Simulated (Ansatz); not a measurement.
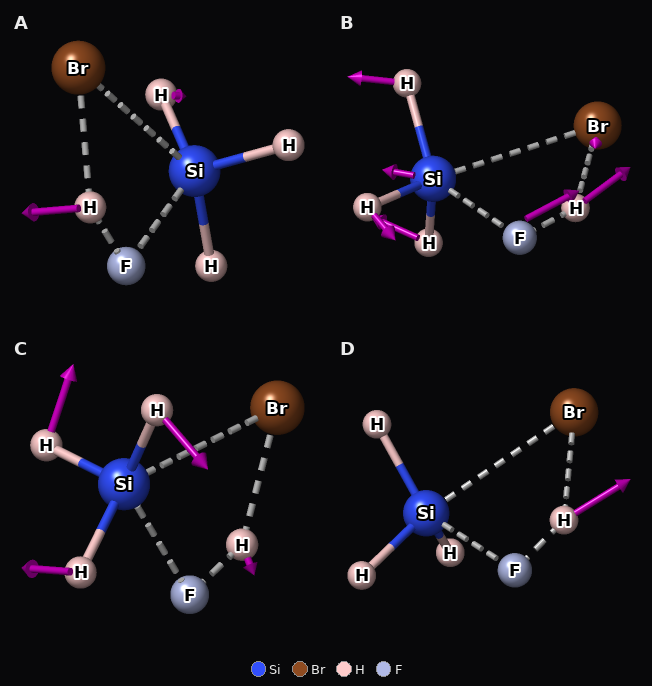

4 normal modes of one molecule or complex, as arrows. Broken sticks mark bonds that form or break. Harmonic vibrations computed with RKS PBE0-D4/def2-TZVP (Ansatz 0.2.0) at a stationary point of the same level. It is a saddle point of order 1.

Question: Match the panels to the wavenumbers 149 cm⁻¹, 376 cm⁻¹, 749 cm⁻¹, 2140 cm⁻¹.

Answer: A: 749 cm⁻¹
B: 376 cm⁻¹
C: 149 cm⁻¹
D: 2140 cm⁻¹
